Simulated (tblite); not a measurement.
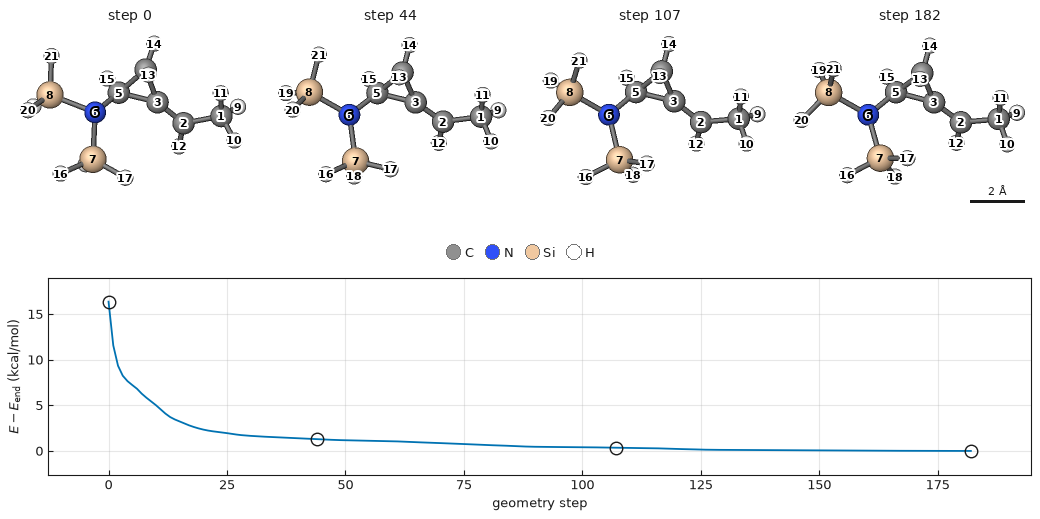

Frames of a relaxation of C₅H₁₃NSi₂, marked on the history of the run. A ball-and-stick model, seen at a tilt.

All numbers below come from GFN2-xTB geometry optimisation, gas phase (tblite 0.8.0). 

**What happens along the run?**

An H atom moves most after the best rigid fit: 1.37 Å. By element the largest moves are H 1.37 Å, N 0.62 Å, Si 0.36 Å, C 0.26 Å. Some distances before and after: N–Si 1.802 → 1.738 Å, C–H 1.138 → 1.081 Å, C–C 1.514 → 1.468 Å, N–Si 1.775 → 1.736 Å. Among the angles between lasting bonds that change: Si–N–Si 107.4° → 126.8°, C–C–H 110.4° → 117.9°, C–C–N 113.2° → 120.3°. Over 182 geometry steps the energy falls by 16.4 kcal/mol. From step 0 to 44: an H atom moves most (0.57 Å), energy −15.1 kcal/mol. From step 44 to 107: an H atom moves most (0.74 Å), energy −0.94 kcal/mol. From step 107 to 182: an H atom moves most (0.65 Å), energy −0.36 kcal/mol.
